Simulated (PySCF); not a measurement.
**C4H8N2OSi: density, localisation and related maps**

```yaml
atoms:
  - { symbol: C, position_ang: [-2.9357, 0.2920, 0.3588] }
  - { symbol: C, position_ang: [-1.5456, -0.0832, -0.0723] }
  - { symbol: O, position_ang: [-1.1769, -0.1623, -1.2301] }
  - { symbol: N, position_ang: [-0.6366, -0.3468, 0.8844] }
  - { symbol: Si, position_ang: [0.8896, -0.8234, 0.1719] }
  - { symbol: C, position_ang: [2.1242, 0.5508, -0.3590] }
  - { symbol: C, position_ang: [2.8061, 0.1205, 0.8995] }
  - { symbol: N, position_ang: [2.1342, -0.8006, 1.4703] }
  - { symbol: H, position_ang: [-2.8999, 1.1601, 1.0138] }
  - { symbol: H, position_ang: [-3.3839, -0.5342, 0.9071] }
  - { symbol: H, position_ang: [-3.5422, 0.5193, -0.5128] }
  - { symbol: H, position_ang: [-0.8676, -0.3133, 1.8632] }
  - { symbol: H, position_ang: [0.7769, -2.0577, -0.5776] }
  - { symbol: H, position_ang: [2.7163, 0.3895, -1.2555] }
  - { symbol: H, position_ang: [1.8014, 1.5894, -0.3436] }
  - { symbol: H, position_ang: [3.7319, 0.5088, 1.3053] }
```

Geometry: GFN2-xTB.

Method: PySCF 2.14.0, PBE0/pcSseg-1, SCF density, gas phase, non-relativistic.

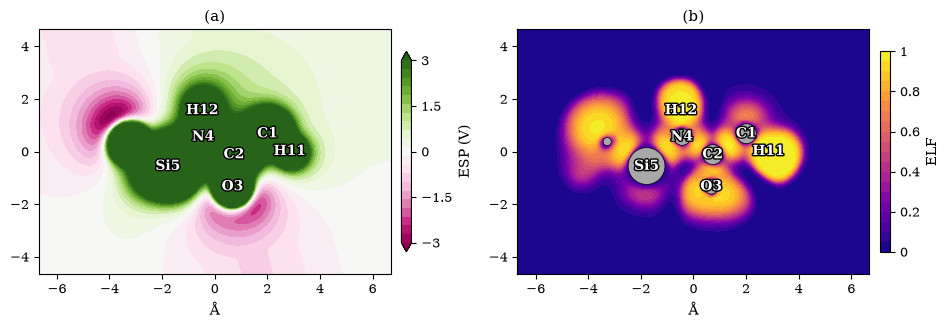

Figure 1. (a) electrostatic potential; (b) electron localisation function on the plane of atoms C2, N4 and H12. Grey discs cover the atomic cores in the ELF map.

### Read the bonding off the picture.

The section cuts through C, O, N, Si and H sites. C–O (1.22 Å): the ELF peaks at about 0.85 between the atoms (a short, multiple covalent bond). C–C (1.50 Å): the ELF peaks at about 0.95 between the atoms (localised, covalent bonding). Si–N (1.75 Å): the ELF peaks at about 0.95 between the atoms: a polar covalent bond. N–H (1.01 Å): the ELF climbs to about 1 towards the hydrogen, as it does in any bond to H (an ordinary covalent bond to hydrogen). C–N (1.35 Å): the ELF peaks at about 0.90 between the atoms: localised, covalent bonding. The ELF also peaks beside O3 and N8, away from the bonds: lone-pair regions. Outside the dense part of the molecule the potential is most negative (−3.1 V) near N8, which lies off the plane.

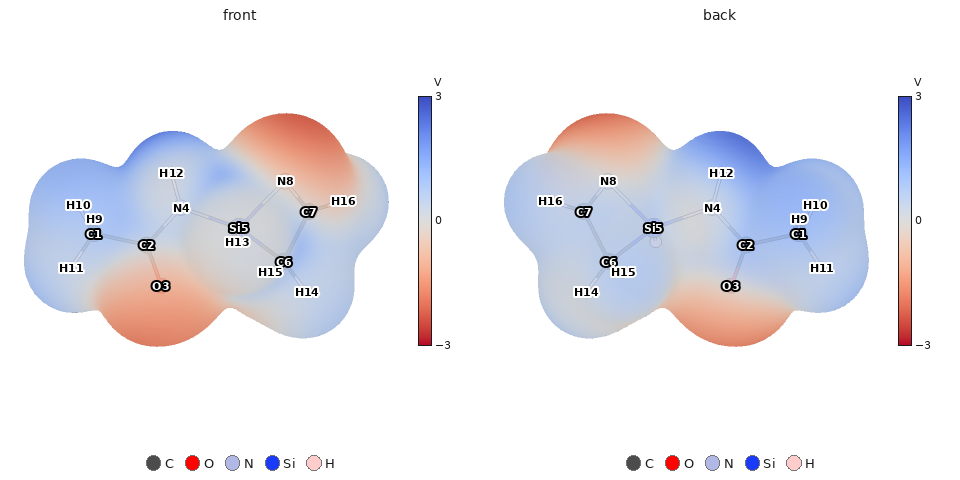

Figure 2. The molecular electrostatic potential painted on the density surface at 0.002 e/bohr³, seen from the front and from behind; the colour scale runs from red (negative) to blue (positive).

### Which sites attract a positive test charge, and which a negative one?

A positive charge is drawn to the negative regions and a negative charge to the positive ones. The most negative region (about −2.1 V, or −48 kcal/mol for a unit charge) lies over N8, the most positive (about +2.3 V, or +53 kcal/mol for a unit charge) over H12. N8 is the likeliest acceptor of a hydrogen bond.

### What dipole moment does the calculation give?

Its dipole moment is 2.73 D.
